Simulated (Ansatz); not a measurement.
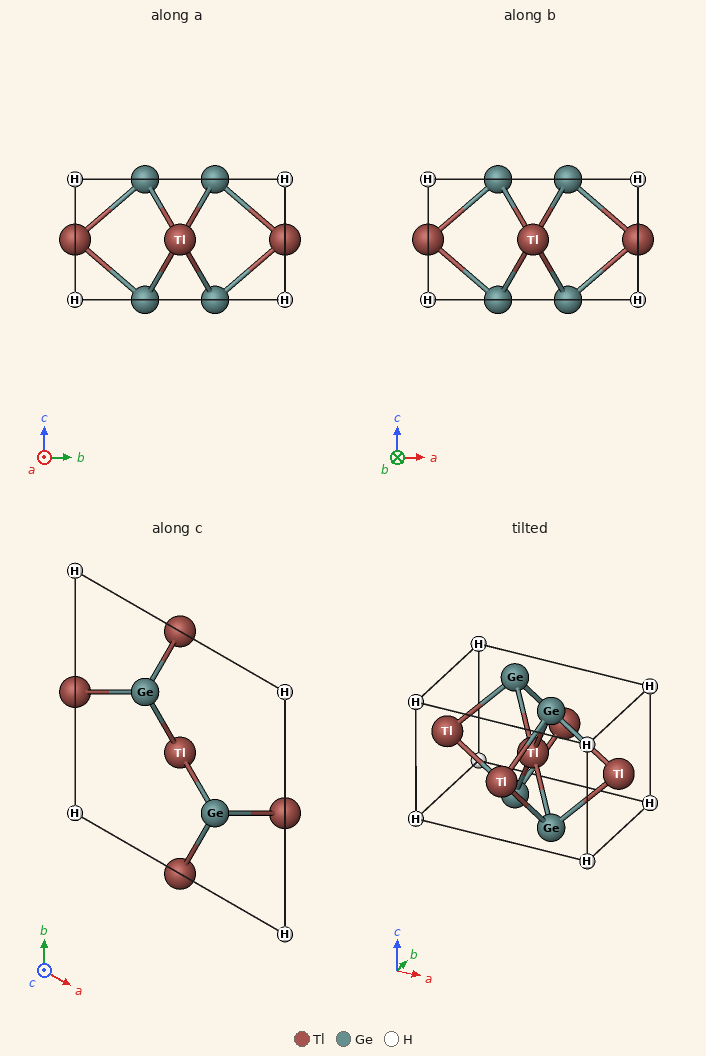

A ball-and-stick picture of a crystal structure, seen along the a axis, along the b axis, along the c axis and slightly off an axis. One conventional unit cell is outlined, and atoms on its boundary appear in each equivalent place.

Lattice parameters: a = 7.704 Å, b = 7.704 Å, c = 3.830 Å, α = 90.00°, β = 90.00°, γ = 120.00°. Put a along x and b in the xy plane.

**From the views, write a POSCAR file.**

```
Tl Ge H
1.0
     7.704    0.000    0.000
    -3.852    6.672    0.000
     0.000    0.000    3.830
Tl Ge H
3 2 1
Direct
  0.5000 0.5000 0.5000
  0.5000 0.0000 0.5000
  0.0000 0.5000 0.5000
  0.6667 0.3333 0.0000
  0.3333 0.6667 0.0000
  0.0000 0.0000 0.0000
```

It derives from a structure type filled with these elements by a generator (whether the compound takes this form wasn't checked). The structure drawn was relaxed with DFT PBE, scalar-relativistic, plane waves, PAW in Ansatz.
